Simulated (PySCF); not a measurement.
# W6: other spin states and a change of charge

Aim: at the relaxed geometry of W6, try other spin states and a change of charge. The structure is generated, not taken from experiment.

Computed with PySCF 2.14.0. Level: PBE, W def2-SVP with ECP60; scalar-relativistic core potentials, no spin–orbit coupling.

9 further runs of the same task are left out: 2 for a known fault of the program, 7 that didn't finish. Runs told in other sessions of the task aren't counted.

**1. Starting geometry**

6 atoms, charge 0, spin multiplicity 3.

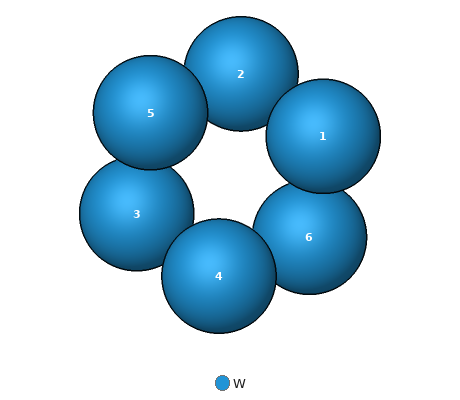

The geometry (tungsten blue); atoms are numbered from 1 in the order of the file.

Coordinates:

```xyz
6
W6
W     1.7539    0.0005    0.0001
W    -0.0005    1.8089    0.0000
W    -1.7539   -0.0005   -0.0001
W     0.0005   -1.8089    0.0000
W    -0.0001    0.0000    1.8089
W     0.0001    0.0000   -1.8089
```

An earlier session relaxed this geometry at PBE, W def2-SVP with ECP60 (triplet, point group D4h).

Its energy there is -402.707206 Eh.

**2. Multiplicity 5 at the relaxed geometry**

The input, run.py (the lines that set the calculation):

```python
mol = gto.M(atom='''
W      1.75393     0.00046     0.00012
W     -0.00048     1.80889     0.00000
W     -1.75393    -0.00046    -0.00012
W      0.00048    -1.80888     0.00000
W     -0.00012     0.00000     1.80892
W      0.00012     0.00000    -1.80891''',
    basis={'W': 'def2-SVP'},
    ecp={'W': 'def2-SVP'},
    charge=0, spin=4)
mf = dft.UKS(mol, xc='PBE')
mf.grids.atom_grid = (50, 194)
mf = mf.density_fit()  # fitting sets: W def2-universal-JKFIT
mf.conv_tol = 1e-08; mf.max_cycle = 55
mf.kernel(dm0)  # dm0: free metal ions and neutral atoms
```

The run is started by

```bash
$ OMP_NUM_THREADS=4 python run.py
```

The program printed:

```text
init E= -401.566496160187
cycle= 1 E= -401.684747720406  delta_E= -0.118  |g|= 1.54  |ddm|= 5.29
cycle= 2 E= -370.244936456238  delta_E= 31.4  |g|= 6.99  |ddm|=  215
cycle= 3 E= -402.424148907045  delta_E= -32.2  |g|= 0.854  |ddm|=  216
cycle= 4 E= -401.83140005445  delta_E= 0.593  |g|= 1.19  |ddm|= 2.42
cycle= 5 E= -402.362579981455  delta_E= -0.531  |g|= 0.765  |ddm|= 1.98
cycle= 6 E= -402.595177773376  delta_E= -0.233  |g|=  0.4  |ddm|= 1.35
cycle= 7 E= -402.608552148604  delta_E= -0.0134  |g|= 0.37  |ddm|= 1.21
cycle= 8 E= -402.674587637049  delta_E= -0.066  |g|= 0.131  |ddm|=  0.4
cycle= 9 E= -402.669161687798  delta_E= 0.00543  |g|= 0.159  |ddm|= 1.22
cycle= 10 E= -402.680619552687  delta_E= -0.0115  |g|= 0.0905  |ddm|= 1.21
cycle= 11 E= -402.680773941343  delta_E= -0.000154  |g|= 0.091  |ddm|= 0.0763
cycle= 12 E= -402.683969580843  delta_E= -0.0032  |g|= 0.051  |ddm|= 0.102
cycle= 13 E= -402.684076171368  delta_E= -0.000107  |g|= 0.051  |ddm|= 0.0468
cycle= 14 E= -402.68531625206  delta_E= -0.00124  |g|= 0.02  |ddm|= 0.0735
cycle= 15 E= -402.684934357375  delta_E= 0.000382  |g|= 0.0357  |ddm|= 0.05
cycle= 16 E= -402.685487555178  delta_E= -0.000553  |g|= 0.0124  |ddm|= 0.0439
cycle= 17 E= -402.685566565664  delta_E= -7.9e-05  |g|= 0.00333  |ddm|= 0.026
cycle= 18 E= -402.685574786969  delta_E= -8.22e-06  |g|= 0.00164  |ddm|= 0.00892
cycle= 19 E= -402.685575945598  delta_E= -1.16e-06  |g|= 0.00171  |ddm|= 0.00693
cycle= 20 E= -402.68557843285  delta_E= -2.49e-06  |g|= 0.000838  |ddm|= 0.00775
cycle= 21 E= -402.68557891163  delta_E= -4.79e-07  |g|= 0.000449  |ddm|= 0.00356
cycle= 22 E= -402.685577175306  delta_E= 1.74e-06  |g|= 0.00212  |ddm|= 0.00286
cycle= 23 E= -402.685579051533  delta_E= -1.88e-06  |g|= 0.00055  |ddm|= 0.00218
cycle= 24 E= -402.685578628305  delta_E= 4.23e-07  |g|= 0.00114  |ddm|= 0.00158
cycle= 25 E= -402.685579267836  delta_E= -6.4e-07  |g|= 0.000154  |ddm|= 0.00243
cycle= 26 E= -402.685579277832  delta_E= -1e-08  |g|= 0.000208  |ddm|= 0.00102
cycle= 27 E= -402.685579293925  delta_E= -1.61e-08  |g|= 0.000135  |ddm|= 0.000449
cycle= 28 E= -402.685579305922  delta_E= -1.2e-08  |g|= 3.75e-05  |ddm|= 0.000622
cycle= 29 E= -402.685579307935  delta_E= -2.01e-09  |g|= 2.74e-05  |ddm|= 0.000305
Extra cycle  E= -402.685579297097  delta_E= 1.08e-08  |g|= 0.000155  |ddm|= 0.000257
converged SCF energy = -402.685579297097  <S^2> = 6.0250753  2S+1 = 5.0100201
```

Wall time 25 s (4 threads of Arm Neoverse V1, shared host).

It gives: E = -402.685579 Eh (+0.588 eV from the relaxed state), HOMO -3.43 eV, LUMO -3.91 eV (over both spins), ⟨S²⟩ = 6.025, Mulliken charge on W1 -0.03 e. An empty level of one spin lies below a filled level of the other.

**3. One electron removed, multiplicity 2**

run.py (the lines that set the calculation): that of step 2 with these lines changed.

```diff
@@ -9,3 +9,3 @@
     ecp={'W': 'def2-SVP'},
-    charge=0, spin=4)
+    charge=1, spin=1)
 mf = dft.UKS(mol, xc='PBE')
@@ -14,2 +14,2 @@
 mf.conv_tol = 1e-08; mf.max_cycle = 55
-mf.kernel(dm0)  # dm0: free metal ions and neutral atoms
+mf.kernel(dm0)  # dm0: the density of the relaxed state
```

The run is started by

```bash
$ OMP_NUM_THREADS=4 python run.py
```

The program printed:

```text
init E= -402.707205341395
  HOMO = -0.124824712272  LUMO = -0.11449202082  gap/eV = 0.28117
cycle= 1 E= -402.481103483845  delta_E= 0.226  |g|= 0.189  |ddm|= 0.698
  HOMO = -0.333843608807  LUMO = -0.329503802893  gap/eV = 0.11809
cycle= 2 E= -401.953796334374  delta_E= 0.527  |g|= 1.05  |ddm|= 2.08
  HOMO = -0.306438907465  LUMO = -0.295601768942  gap/eV = 0.29489
cycle= 3 E= -402.425156440018  delta_E= -0.471  |g|= 0.406  |ddm|= 1.59
  HOMO = -0.286050768888  LUMO = -0.280410197009  gap/eV = 0.15349
cycle= 4 E= -402.478063276463  delta_E= -0.0529  |g|= 0.242  |ddm|= 1.21
  HOMO = -0.282554038523  LUMO = -0.273344597935  gap/eV = 0.25060
cycle= 5 E= -402.488896239485  delta_E= -0.0108  |g|= 0.201  |ddm|= 1.09
  HOMO = -0.275203153478  LUMO = -0.267815632971  gap/eV = 0.20102
cycle= 6 E= -402.506305633042  delta_E= -0.0174  |g|= 0.0806  |ddm|= 0.217
  HOMO = -0.273053078238  LUMO = -0.26607786742  gap/eV = 0.18981
cycle= 7 E= -402.508515892321  delta_E= -0.00221  |g|= 0.0505  |ddm|= 0.0769
  HOMO = -0.273039048095  LUMO = -0.266387487821  gap/eV = 0.18100
cycle= 8 E= -402.508591252035  delta_E= -7.54e-05  |g|= 0.0503  |ddm|= 0.0518
  HOMO = -0.273600277846  LUMO = -0.268355253067  gap/eV = 0.14272
cycle= 9 E= -402.509813866626  delta_E= -0.00122  |g|= 0.0155  |ddm|= 0.0695
  HOMO = -0.273748132395  LUMO = -0.268611697102  gap/eV = 0.13977
cycle= 10 E= -402.509818381356  delta_E= -4.51e-06  |g|= 0.0159  |ddm|= 0.0313
  HOMO = -0.274186576016  LUMO = -0.269253994272  gap/eV = 0.13422
cycle= 11 E= -402.509922475012  delta_E= -0.000104  |g|= 0.00629  |ddm|= 0.0384
  HOMO = -0.274391725527  LUMO = -0.26953534835  gap/eV = 0.13215
cycle= 12 E= -402.509941091847  delta_E= -1.86e-05  |g|= 0.00399  |ddm|= 0.0278
  HOMO = -0.274414224971  LUMO = -0.269590232259  gap/eV = 0.13127
cycle= 13 E= -402.509947122244  delta_E= -6.03e-06  |g|= 0.00196  |ddm|= 0.00553
  HOMO = -0.274370344964  LUMO = -0.269596952317  gap/eV = 0.12989
cycle= 14 E= -402.509950434118  delta_E= -3.31e-06  |g|= 0.000559  |ddm|= 0.00652
  HOMO = -0.274419148031  LUMO = -0.269638572286  gap/eV = 0.13009
cycle= 15 E= -402.509951034477  delta_E= -6e-07  |g|= 0.000229  |ddm|= 0.00394
  HOMO = -0.274434685825  LUMO = -0.269658664602  gap/eV = 0.12996
cycle= 16 E= -402.509951059094  delta_E= -2.46e-08  |g|= 0.000245  |ddm|= 0.00125
  HOMO = -0.274430273048  LUMO = -0.269653028142  gap/eV = 0.13000
cycle= 17 E= -402.509950713061  delta_E= 3.46e-07  |g|= 0.00086  |ddm|= 0.00116
  HOMO = -0.274436168108  LUMO = -0.26965999873  gap/eV = 0.12997
cycle= 18 E= -402.509951085945  delta_E= -3.73e-07  |g|= 0.000104  |ddm|= 0.00105
  HOMO = -0.274435062428  LUMO = -0.269659106973  gap/eV = 0.12996
cycle= 19 E= -402.50995106865  delta_E= 1.73e-08  |g|= 0.000225  |ddm|= 0.000302
  HOMO = -0.274434637732  LUMO = -0.269658944549  gap/eV = 0.12995
cycle= 20 E= -402.509951091133  delta_E= -2.25e-08  |g|= 2.95e-05  |ddm|= 0.000225
  HOMO = -0.274435261579  LUMO = -0.269660232459  gap/eV = 0.12994
cycle= 21 E= -402.509951091132  delta_E= 1.25e-12  |g|= 3.14e-05  |ddm|= 7.44e-05
  HOMO = -0.274434598915  LUMO = -0.269657916131  gap/eV = 0.12998
Extra cycle  E= -402.509951041425  delta_E= 4.97e-08  |g|= 0.000334  |ddm|= 0.00034
converged SCF energy = -402.509951041425  <S^2> = 0.76282734  2S+1 = 2.0127865
```

It took 19 s on 4 threads of Arm Neoverse V1, shared host.

Result: E = -402.509951 Eh (+5.368 eV from the relaxed state), HOMO -7.47 eV, LUMO -7.38 eV (over both spins), ⟨S²⟩ = 0.763, Mulliken charge on W1 +0.20 e. 

**4. One electron added, multiplicity 2**

run.py (the lines that set the calculation): that of step 3 with these lines changed.

```diff
@@ -9,3 +9,3 @@
     ecp={'W': 'def2-SVP'},
-    charge=1, spin=1)
+    charge=-1, spin=1)
 mf = dft.UKS(mol, xc='PBE')
```

The run is started by

```bash
$ OMP_NUM_THREADS=4 python run.py
```

The program printed:

```text
init E= -402.707205341395
  HOMO = -0.11449202082  LUMO = -0.107158488463  gap/eV = 0.19956
cycle= 1 E= -402.721286320426  delta_E= -0.0141  |g|= 0.195  |ddm|= 0.713
  HOMO = 0.0684865680239  LUMO = 0.0722441464187  gap/eV = 0.10225
cycle= 2 E= -401.657246063763  delta_E= 1.06  |g|= 1.37  |ddm|= 7.67
  HOMO = 0.0379990188956  LUMO = 0.0450210171969  gap/eV = 0.19108
cycle= 3 E= -402.682660417572  delta_E= -1.03  |g|= 0.354  |ddm|= 7.18
  HOMO = 0.0313652611084  LUMO = 0.037495115925  gap/eV = 0.16680
cycle= 4 E= -402.747287744011  delta_E= -0.0646  |g|= 0.0968  |ddm|= 0.52
  HOMO = 0.0229129482045  LUMO = 0.0313665147785  gap/eV = 0.23003
cycle= 5 E= -402.752966761027  delta_E= -0.00568  |g|= 0.0371  |ddm|= 0.214
  HOMO = 0.0222353470464  LUMO = 0.0308557867159  gap/eV = 0.23457
cycle= 6 E= -402.751740945012  delta_E= 0.00123  |g|= 0.0644  |ddm|= 0.0829
  HOMO = 0.0210537937065  LUMO = 0.0299130653286  gap/eV = 0.24107
cycle= 7 E= -402.75361671771  delta_E= -0.00188  |g|= 0.0078  |ddm|= 0.0631
  HOMO = 0.0204783351627  LUMO = 0.0295263263068  gap/eV = 0.24621
cycle= 8 E= -402.753419369453  delta_E= 0.000197  |g|= 0.0233  |ddm|= 0.028
  HOMO = 0.0197856808877  LUMO = 0.0290773341783  gap/eV = 0.25284
cycle= 9 E= -402.753675665491  delta_E= -0.000256  |g|= 0.00144  |ddm|= 0.0273
  HOMO = 0.0197127328145  LUMO = 0.0291092793125  gap/eV = 0.25569
cycle= 10 E= -402.753678988074  delta_E= -3.32e-06  |g|= 0.00171  |ddm|= 0.00936
  HOMO = 0.0197225633728  LUMO = 0.0291646148535  gap/eV = 0.25693
cycle= 11 E= -402.753681172567  delta_E= -2.18e-06  |g|= 0.0015  |ddm|= 0.00668
  HOMO = 0.0198006235582  LUMO = 0.029248644349  gap/eV = 0.25709
cycle= 12 E= -402.753680562005  delta_E= 6.11e-07  |g|= 0.00209  |ddm|= 0.00437
  HOMO = 0.0197729083237  LUMO = 0.0292927908471  gap/eV = 0.25905
cycle= 13 E= -402.753683369063  delta_E= -2.81e-06  |g|= 0.000278  |ddm|= 0.00512
  HOMO = 0.0197576717535  LUMO = 0.0292798901059  gap/eV = 0.25911
cycle= 14 E= -402.75368257338  delta_E= 7.96e-07  |g|= 0.00137  |ddm|= 0.00159
  HOMO = 0.0197505658891  LUMO = 0.0292773880314  gap/eV = 0.25924
cycle= 15 E= -402.753683423723  delta_E= -8.5e-07  |g|= 0.000225  |ddm|= 0.00137
  HOMO = 0.0197530500641  LUMO = 0.0292739766543  gap/eV = 0.25908
cycle= 16 E= -402.753683411961  delta_E= 1.18e-08  |g|= 0.00028  |ddm|= 0.000472
  HOMO = 0.0197503427575  LUMO = 0.0292764577767  gap/eV = 0.25922
cycle= 17 E= -402.753683438353  delta_E= -2.64e-08  |g|= 0.000179  |ddm|= 0.000384
  HOMO = 0.0197486854885  LUMO = 0.0292725542127  gap/eV = 0.25916
cycle= 18 E= -402.753683430119  delta_E= 8.23e-09  |g|= 0.000207  |ddm|= 0.00041
  HOMO = 0.0197504897896  LUMO = 0.0292769619184  gap/eV = 0.25923
cycle= 19 E= -402.753683450126  delta_E= -2e-08  |g|= 8.71e-05  |ddm|= 0.00042
  HOMO = 0.0197511263414  LUMO = 0.0292774219084  gap/eV = 0.25922
cycle= 20 E= -402.753683452843  delta_E= -2.72e-09  |g|= 4.11e-05  |ddm|= 0.000111
  HOMO = 0.0197525572364  LUMO = 0.0292802375877  gap/eV = 0.25926
Extra cycle  E= -402.753683374257  delta_E= 7.86e-08  |g|= 0.000418  |ddm|= 0.000417
converged SCF energy = -402.753683374257  <S^2> = 1.8293482  2S+1 = 2.8839891
```

It took 18 s on 4 threads of Arm Neoverse V1, shared host.

Read off: E = -402.753683 Eh (-1.265 eV from the relaxed state), HOMO 0.54 eV, LUMO 0.78 eV (over both spins), ⟨S²⟩ = 1.829, Mulliken charge on W1 -0.15 e. The state is spin-contaminated. The highest filled level lies above zero; it isn't the detachment energy.

**5. One electron added, multiplicity 4**

run.py (the lines that set the calculation): that of step 4 with these lines changed.

```diff
@@ -9,3 +9,3 @@
     ecp={'W': 'def2-SVP'},
-    charge=-1, spin=1)
+    charge=-1, spin=3)
 mf = dft.UKS(mol, xc='PBE')
```

The run is started by

```bash
$ OMP_NUM_THREADS=4 python run.py
```

The program printed:

```text
init E= -402.707205341395
  HOMO = -0.118342629877  LUMO = -0.11449202082  gap/eV = 0.10478
cycle= 1 E= -402.727128891204  delta_E= -0.0199  |g|= 0.188  |ddm|= 0.695
  HOMO = 0.0666187606871  LUMO = 0.0694404296524  gap/eV = 0.07678
cycle= 2 E= -401.741281082485  delta_E= 0.986  |g|= 1.32  |ddm|= 6.91
  HOMO = 0.0332314022389  LUMO = 0.0465133260048  gap/eV = 0.36142
cycle= 3 E= -402.688111441074  delta_E= -0.947  |g|= 0.351  |ddm|= 6.34
  HOMO = 0.02682479689  LUMO = 0.0402867616556  gap/eV = 0.36632
cycle= 4 E= -402.751531959269  delta_E= -0.0634  |g|= 0.0943  |ddm|= 0.508
  HOMO = 0.0187673096033  LUMO = 0.0340930276863  gap/eV = 0.41703
cycle= 5 E= -402.756864531508  delta_E= -0.00533  |g|= 0.04  |ddm|= 0.213
  HOMO = 0.0181600052014  LUMO = 0.033564833648  gap/eV = 0.41919
cycle= 6 E= -402.75590956242  delta_E= 0.000955  |g|= 0.0613  |ddm|= 0.0826
  HOMO = 0.0168885326283  LUMO = 0.0323726236643  gap/eV = 0.42134
cycle= 7 E= -402.757613848809  delta_E= -0.0017  |g|= 0.00737  |ddm|= 0.0617
  HOMO = 0.0164092739265  LUMO = 0.0319399736999  gap/eV = 0.42261
cycle= 8 E= -402.757449378853  delta_E= 0.000164  |g|= 0.0213  |ddm|= 0.0251
  HOMO = 0.0157504978988  LUMO = 0.0313591399998  gap/eV = 0.42473
cycle= 9 E= -402.757664041191  delta_E= -0.000215  |g|= 0.00133  |ddm|= 0.0252
  HOMO = 0.0156766996294  LUMO = 0.0312891445062  gap/eV = 0.42484
cycle= 10 E= -402.757665098489  delta_E= -1.06e-06  |g|= 0.00265  |ddm|= 0.00801
  HOMO = 0.015679418515  LUMO = 0.0313097244179  gap/eV = 0.42532
cycle= 11 E= -402.757668287016  delta_E= -3.19e-06  |g|= 0.00144  |ddm|= 0.00383
  HOMO = 0.015749841646  LUMO = 0.0314029117346  gap/eV = 0.42594
cycle= 12 E= -402.757670895126  delta_E= -2.61e-06  |g|= 0.000356  |ddm|= 0.00816
  HOMO = 0.0157287252816  LUMO = 0.0313830541223  gap/eV = 0.42598
cycle= 13 E= -402.757671014823  delta_E= -1.2e-07  |g|= 0.000273  |ddm|= 0.00171
  HOMO = 0.0157223311431  LUMO = 0.031377506448  gap/eV = 0.42600
cycle= 14 E= -402.75767071625  delta_E= 2.99e-07  |g|= 0.000862  |ddm|= 0.000995
  HOMO = 0.0157172227693  LUMO = 0.0313705401374  gap/eV = 0.42595
cycle= 15 E= -402.757671063369  delta_E= -3.47e-07  |g|= 3.07e-05  |ddm|= 0.000911
  HOMO = 0.0157183049705  LUMO = 0.0313707887558  gap/eV = 0.42593
cycle= 16 E= -402.757671060255  delta_E= 3.11e-09  |g|= 0.000104  |ddm|= 0.000309
  HOMO = 0.0157179975755  LUMO = 0.0313723279619  gap/eV = 0.42598
cycle= 17 E= -402.757671064834  delta_E= -4.58e-09  |g|= 4.39e-05  |ddm|= 0.000134
  HOMO = 0.015720217376  LUMO = 0.0313695512777  gap/eV = 0.42584
Extra cycle  E= -402.757670978071  delta_E= 8.68e-08  |g|= 0.00043  |ddm|= 0.000443
converged SCF energy = -402.757670978071  <S^2> = 3.7568691  2S+1 = 4.0034331
```

It took 16 s on 4 threads of Arm Neoverse V1, shared host.

Read off: E = -402.757671 Eh (-1.373 eV from the relaxed state), HOMO 0.43 eV, LUMO 0.85 eV (over both spins), ⟨S²⟩ = 3.757, Mulliken charge on W1 -0.15 e. The highest filled level lies above zero; it isn't the detachment energy.

**6. Results**

| state | energy from the relaxed state (eV) | ⟨S²⟩ | time |
| --- | --- | --- | --- |
| charge 0, triplet, vacuum (relaxed) | 0 | 2.02 |  |
| charge -1, quartet, vacuum | -1.37 | 3.76 | 16 s |
| charge -1, doublet, vacuum | -1.26 | 1.83 | 18 s |
| charge 0, quintet, vacuum | 0.59 | 6.03 | 25 s |
| charge +1, doublet, vacuum | 5.37 | 0.76 | 19 s |

An electron taken off or put on is at rest in vacuum. 

Removing an electron vertically costs 5.37 eV (doublet), against −HOMO = 3.40 eV. Adding an electron vertically releases 1.37 eV (quartet). The quintet lies 0.59 eV above at this geometry. The bases are small and lack diffuse functions. Spin–orbit coupling is left out for this open shell, where it can reorder the states. Open shells may have lower solutions than the one found.
